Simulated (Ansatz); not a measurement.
**BSiGeH (singlet): one geometry, many settings**

Aim: run BSiGeH (singlet) at one geometry under a spread of methods and options, and see what each costs and gives.

Program: Ansatz 0.2.0, Gaussian basis. Level of theory: the settings change from run to run. These are calculated values, not measurements.

12 further runs of the same task are left out: 2 that didn't finish, 10 set aside as unsound or not needed. Runs told in other sessions of the task aren't counted.

## (1) The geometry

The geometry is a PBE0/def2-TZVP stationary point (not a proven minimum). No spin-orbit coupling is included. The filled d shell of Ge may be among the frozen orbitals whatever the setting's name suggests.

4 atoms, charge 0, spin multiplicity 1.

Atoms are counted from 1 here; the program's logs count them from 0.

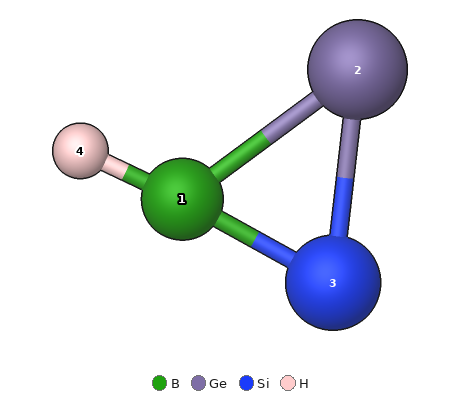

The geometry (boron green, germanium purple, silicon blue, hydrogen pink); atoms are numbered from 1 in the order of the file.

## (2) CCSD on RHF/cc-pVDZ

in.yaml reads:

```yaml
crystal:
  periodic: [false, false, false]
  atoms:
    - {symbol: B, position_ang: [0.000000, 1.278842, 1.142002]}
    - {symbol: Ge, position_ang: [0.000000, -0.028376, -0.750319]}
    - {symbol: Si, position_ang: [0.000000, -0.507084, 1.464976]}
    - {symbol: H, position_ang: [0.000000, 2.457913, 1.004440]}
basis:
  gaussian: {orbitals: cc-pVDZ}
magnetization: {spin_polarized: false}
correlation: {method: ccsd, electrons: all, diis_vectors: 1}
scf: {lower_state_search: off}
output: {forces: true}
```

The run is started by

```console
$ ansatz run in.yaml --threads 1 --pin off --events-out ev --progress --plain --max-ram 2393MiB
```

Output, cut to the lines that bear on the results:

```text
Functional definition: HF
  name "HF"
  cite "Fock, Z. Phys. 61, 126 (1930) doi:10.1007/BF01340294"
  parent pbe
[...]
691 factors; integrals over basis functions are off by at most 7.4e-4 eV
[...]
mean field -65019.64839388 eV, -2389.4280065745 hartree, gradient 5.2e-6 eV, S^2 0.000000; 0 other end points of the search recorded, 0 dependent functions left out; unrestricted orbitals would lower it
reference -65019.64839388 eV, -2389.4280065745 hartree; 26, 26 occupied and 38, 38 virtual orbitals, 691 factors
second order -7.89613866 eV of doubles, -0.00000000 eV of singles
cycle   1  -8.09079742 eV  change   -1.9e-1 eV  update   1.1e-1
[...]
cycle  30  -8.53505259 eV  change   -1.0e-6 eV  update   1.1e-6
[...]
Total energy: -65028.18344647 eV, -2389.7416639720 hartree
Atom 0 at     0.000000     1.278842     1.142002 Å, force     0.000000     0.417583    -0.070520 eV/Å
Atom 1 at     0.000000    -0.028376    -0.750319 Å, force     0.000000     0.037215    -0.432031 eV/Å
Atom 2 at     0.000000    -0.507084     1.464976 Å, force     0.000000    -0.771704     0.512838 eV/Å
Atom 3 at     0.000000     2.457913     1.004440 Å, force    -0.000000     0.316906    -0.010286 eV/Å
Dipole moment:    -0.000000    -0.025946    -0.054371 e Å
Checks for a lower state left out: starts, cluster_reference, orbital_swaps, neighbouring_geometries, increment
```

It took 21 s on 1 thread of Arm Neoverse V2, shared host; peak memory 0.28 GiB.

From the report: correlation -8.5351 eV; T1 0.012; largest double amplitude 0.09.

## (3) CCSD on RHF/def2-mTZVP

Changes to in.yaml since step 2:

```diff
@@ -8,6 +8,5 @@
 basis:
-  gaussian: {orbitals: cc-pVDZ}
+  gaussian: {orbitals: def2-mTZVP}
 magnetization: {spin_polarized: false}
-correlation: {method: ccsd, electrons: all, diis_vectors: 1}
-scf: {lower_state_search: off}
+correlation: {method: ccsd, electrons: outside_noble_gas}
 output: {forces: true}
```

Launched as before.

Output, cut to the lines that bear on the results:

```text
Functional definition: HF
  name "HF"
  cite "Fock, Z. Phys. 61, 126 (1930) doi:10.1007/BF01340294"
  parent pbe
[...]
730 factors; integrals over basis functions are off by at most 1.3e-3 eV
[...]
mean field -65020.45157790 eV, -2389.4575230426 hartree, gradient 2.8e-6 eV, S^2 0.000000; 3 other end points of the search recorded, 0 dependent functions left out; unrestricted orbitals would lower it
determinant -65020.45157790 eV, -2389.4575230426 hartree, with singles and doubles -65027.83428740 eV, -2389.7288326127 hartree
determinant -65017.14316353 eV, -2389.3359410571 hartree, with singles and doubles -65023.82874226 eV, -2389.5816315440 hartree
determinant -65016.99160625 eV, -2389.3303714301 hartree, with singles and doubles -65024.45904903 eV, -2389.6047948907 hartree
20 core orbitals not correlated: weight in the atoms' cores, before any rotation towards them, 1.000 or more for the frozen orbitals, at most 0.000 for the correlated occupied ones
reference -65020.45157790 eV, -2389.4575230426 hartree; 6, 6 occupied and 54, 54 virtual orbitals, 730 factors
second order -6.71880136 eV of doubles, -0.00000000 eV of singles
cycle   1  -7.34102343 eV  change   -1.6e-1 eV  update   1.7e-2
[...]
cycle  13  -7.35546598 eV  change   -1.2e-6 eV  update   9.7e-7
[...]
Total energy: -65027.80704388 eV, -2389.7278314318 hartree
Atom 0 at     0.000000     1.278842     1.142002 Å, force    -0.000000     0.155088    -0.028532 eV/Å
Atom 1 at     0.000000    -0.028376    -0.750319 Å, force     0.000000     0.012282    -0.236480 eV/Å
Atom 2 at     0.000000    -0.507084     1.464976 Å, force     0.000000    -0.062934     0.219495 eV/Å
Atom 3 at     0.000000     2.457913     1.004440 Å, force     0.000000    -0.104435     0.045517 eV/Å
Dipole moment:     0.000000    -0.035811    -0.034063 e Å
```

Wall time 7 s (1 thread of Arm Neoverse V2, shared host).

From the report: correlation -7.3555 eV; T1 0.026; largest double amplitude 0.09.

## (4) HF/cc-pVDZ

Changes to in.yaml since step 3:

```diff
@@ -8,5 +8,5 @@
 basis:
-  gaussian: {orbitals: def2-mTZVP}
-magnetization: {spin_polarized: false}
-correlation: {method: ccsd, electrons: outside_noble_gas}
-output: {forces: true}
+  gaussian: {orbitals: cc-pVDZ, fitting: {mean_field: def2-universal-jkfit}}
+magnetization: {spin_polarized: true, initial_magnetization: 0}
+hamiltonian: {xc: hf}
+output: {forces: true, orbitals: {seedname: orbitals}}
```

Same command.

Output, cut to the lines that bear on the results:

```text
Functional definition: HF
  name "HF"
  cite "Fock, Z. Phys. 61, 126 (1930) doi:10.1007/BF01340294"
  parent pbe
[...]
487 factors; integrals over basis functions are off by at most 2.3e-1 eV
[...]
mean field -65019.84769032 eV, -2389.4353305836 hartree, gradient 1.9e-5 eV, S^2 0.712618; 9 other end points of the search recorded, 0 dependent functions left out
[...]
reference -65019.84769032 eV, -2389.4353305836 hartree; 26, 26 occupied and 38, 38 virtual orbitals, 487 factors
Total energy: -65019.84769032 eV, -2389.4353305836 hartree
Atom 0 at     0.000000     1.278842     1.142002 Å, force     0.000000     1.259893    -0.642766 eV/Å
Atom 1 at     0.000000    -0.028376    -0.750319 Å, force     0.000000     0.232719    -0.086462 eV/Å
Atom 2 at     0.000000    -0.507084     1.464976 Å, force    -0.000000    -1.511218     0.642111 eV/Å
Atom 3 at     0.000000     2.457913     1.004440 Å, force    -0.000000     0.018607     0.087117 eV/Å
Dipole moment:     0.000000     0.059072    -0.109759 e Å
```

Run time: 8 s. Hardware: 1 thread of Arm Neoverse V2, shared host.

From the report: ⟨S²⟩ of the determinant 0.713 (pure singlet: 0.00). The determinant of HF (⟨S²⟩ 0.71) is far from a pure spin state, so its energy mixes those of several spin states; that is harmless only where they are near-degenerate.

## (5) BCCD(T) on RHF/6-31G*

in.yaml reads:

```yaml
crystal:
  periodic: [false, false, false]
  atoms:
    - {symbol: B, position_ang: [0.000000, 1.278842, 1.142002]}
    - {symbol: Ge, position_ang: [0.000000, -0.028376, -0.750319]}
    - {symbol: Si, position_ang: [0.000000, -0.507084, 1.464976]}
    - {symbol: H, position_ang: [0.000000, 2.457913, 1.004440]}
basis:
  gaussian: {orbitals: "6-31G*"}
magnetization: {spin_polarized: false}
correlation: {method: bccd_t, electrons: outside_noble_gas}
accuracy: high
output: {forces: true}
```

Same command.

Output, cut to the lines that bear on the results:

```text
Functional definition: HF
  name "HF"
  cite "Fock, Z. Phys. 61, 126 (1930) doi:10.1007/BF01340294"
  parent pbe
[...]
1350 factors; integrals over basis functions are off by at most 4.6e-9 eV
[...]
mean field -65012.18926828 eV, -2389.1538887645 hartree, gradient 8.8e-8 eV, S^2 0.000000; 2 other end points of the search recorded, 0 dependent functions left out; unrestricted orbitals would lower it
determinant -65012.18926828 eV, -2389.1538887645 hartree, with singles and doubles -65019.53104534 eV, -2389.4236940954 hartree
determinant -65008.86669041 eV, -2389.0317862801 hartree, with singles and doubles -65015.51815898 eV, -2389.2762232416 hartree
determinant -65008.73658936 eV, -2389.0270051547 hartree, with singles and doubles -65016.16119402 eV, -2389.2998543435 hartree
20 core orbitals not correlated: weight in the atoms' cores, before any rotation towards them, 1.000 or more for the frozen orbitals, at most 0.000 for the correlated occupied ones
reference -65012.18926828 eV, -2389.1538887645 hartree; 6, 6 occupied and 45, 45 virtual orbitals, 1350 factors
second order -6.67680356 eV of doubles, -0.00000000 eV of singles
cycle   1  -7.30920509 eV  change    3.3e-2 eV  update   1.7e-2
[...]
cycle  25  -7.31045736 eV  change   3.1e-10 eV  update  6.6e-10
perturbative correction -0.55121439 eV, -0.0202567552 hartree
[...]
Total energy: -65020.05094002 eV, -2389.4427998723 hartree
Atom 0 at     0.000000     1.278842     1.142002 Å, force     0.000000     0.364203     0.013811 eV/Å
Atom 1 at     0.000000    -0.028376    -0.750319 Å, force    -0.000000    -0.028354    -0.479462 eV/Å
Atom 2 at     0.000000    -0.507084     1.464976 Å, force     0.000000    -0.459495     0.434251 eV/Å
Atom 3 at     0.000000     2.457913     1.004440 Å, force    -0.000000     0.123646     0.031399 eV/Å
Dipole moment:    -0.000000    -0.004435     0.005144 e Å
```

Wall time 15 s (1 thread of Arm Neoverse V2, shared host); peak memory 0.36 GiB.

From the report: correlation -7.8617 eV; largest double amplitude 0.09.

## (6) CCSD/6-31G

Changes to in.yaml since step 5:

```diff
@@ -8,6 +8,5 @@
 basis:
-  gaussian: {orbitals: "6-31G*"}
-magnetization: {spin_polarized: false}
-correlation: {method: bccd_t, electrons: outside_noble_gas}
-accuracy: high
-output: {forces: true}
+  gaussian: {orbitals: 6-31G}
+magnetization: {spin_polarized: true, initial_magnetization: 0}
+hamiltonian: {xc: {name: r2SCAN}}
+correlation: {method: ccsd, electrons: outside_noble_gas}
```

Launched as before.

Output, cut to the lines that bear on the results:

```text
Functional definition: r2SCAN
  name "r2SCAN"
  cite "Furness, Kaplan, Ning, Perdew & Sun, J. Phys. Chem. Lett. 11, 8208 (2020) doi:10.1021/acs.jpclett.0c02405"
  cite "Furness, Kaplan, Ning, Perdew & Sun, J. Phys. Chem. Lett. 11, 9248 (2020) doi:10.1021/acs.jpclett.0c03077"
  parent r2scan
[...]
548 factors; integrals over basis functions are off by at most 2.5e-4 eV
[...]
mean field -65073.14246389 eV, -2391.3938773878 hartree, gradient 2.3e-6 eV, S^2 0.027735; 11 other end points of the search recorded, 0 dependent functions left out
20 core orbitals not correlated: weight in the atoms' cores, before any rotation towards them, 0.998 or more for the frozen orbitals, at most 0.001 for the correlated occupied ones
reference -65009.21839484 eV, -2389.0447111797 hartree; 6, 6 occupied and 27, 27 virtual orbitals, 548 factors
second order -4.99441334 eV of doubles, -0.25692331 eV of singles
cycle   1  -5.06066432 eV  change    1.7e-1 eV  update   1.1e-1
[...]
cycle  15  -5.41692055 eV  change   -2.5e-6 eV  update   6.4e-6
WARN: the results are in doubt because among natural orbitals full CI differs from the method by -0.102 eV
Total energy: -65014.63531540 eV, -2389.2437793383 hartree
In doubt: among natural orbitals full CI differs from the method by -0.102 eV
```

It took 42 s on 1 thread of Arm Neoverse V2, shared host.

From the report: ⟨S²⟩ of the determinant 0.028 (pure singlet: 0.00); correlation -5.4169 eV; T1 0.025; largest double amplitude 0.09. The orbitals are Kohn-Sham ones, so correlation energy and T1 don't compare with those on Hartree-Fock orbitals. The program marks this result as in doubt; its last lines say why.

## (7) The runs in one table

 † marks a result that the program doubts.

```
                            level         correlated  functions  energy (eV)  time
              CCSD on RHF/cc-pVDZ                all         64  -65028.1834  21 s
           CCSD on RHF/def2-mTZVP  outside noble gas         80  -65027.8070   7 s
                       HF/cc-pVDZ                            64  -65019.8477   8 s
            BCCD(T) on RHF/6-31G*  outside noble gas         71  -65020.0509  15 s
CCSD/6-31G (on r2SCAN orbitals) †  outside noble gas         53  -65014.6353  42 s
```

## (8) What came out

```
quantity                                    value
    runs                                        5
quickest              CCSD on RHF/def2-mTZVP, 7 s
 slowest  CCSD/6-31G (on r2SCAN orbitals) †, 42 s
```

Total energies in different bases, with other cores or another treatment of relativity can't be set against each other. «valence» and «outside noble gas» are the program's key words; the logs give how many orbitals each freezes, and for Ga to Kr the 3d shell needn't follow the word's plain sense. CCSD/6-31G (on r2SCAN orbitals) † took 6 times as long as CCSD on RHF/def2-mTZVP; the jobs differ in more than the method.
